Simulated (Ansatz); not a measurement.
# A computed series for LaTiO3: pressure series

Start from LaTiO$_{3}$ in the cubic perovskite structure (space group Pm-3m, No. 221).

```xyz
5
Lattice="3.9057 0.0000 0.0000 0.0000 3.9057 0.0000 0.0000 0.0000 3.9057" Properties=species:S:1:pos:R:3 pbc="T T T"
La     0.0000     0.0000     0.0000
Ti     1.9528     1.9528     1.9528
O      0.0000     1.9528     1.9528
O      1.9528     0.0000     1.9528
O      1.9528     1.9528     0.0000
```

Cell and atoms are relaxed at each pressure.

Method: PBEsol (Ansatz, a quantum-chemistry and plane-wave program; PAW; 420 eV plane waves; scalar-relativistic without spin-orbit coupling).

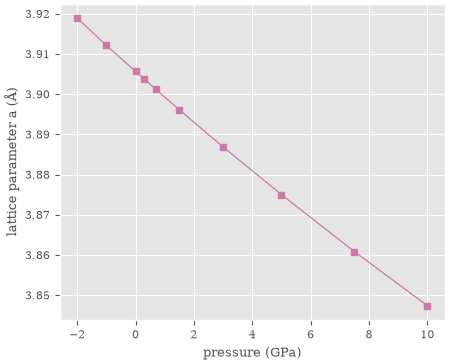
Lattice parameter a against pressure

```tsv
pressure (GPa)	lattice parameter a
-2	3.919 Å
-1	3.912 Å
0.3	3.904 Å
0.7	3.901 Å
1.5	3.896 Å
3	3.887 Å
5	3.875 Å
7.5	3.861 Å
10	3.847 Å
```

Load acts through the strain it causes; cell and atoms are relaxed under it. Stability against distortions was not tested. No other phases were tried under pressure. No Hubbard U is applied, and correlation can decide whether such a compound is a metal. The final runs are not spin-polarised. An odd electron count without spin: LaTiO3. Many cubic perovskites are stable only at high temperature; tilts and polar distortions were not tested.
